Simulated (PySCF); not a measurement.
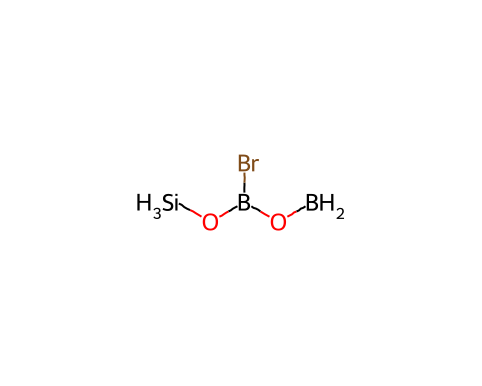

Source: calculation with PySCF.

2D structure.

> Transcribe the drawing into SMILES.

BOB(Br)O[SiH3]

> What is the molecular formula?

B2BrH5O2Si.
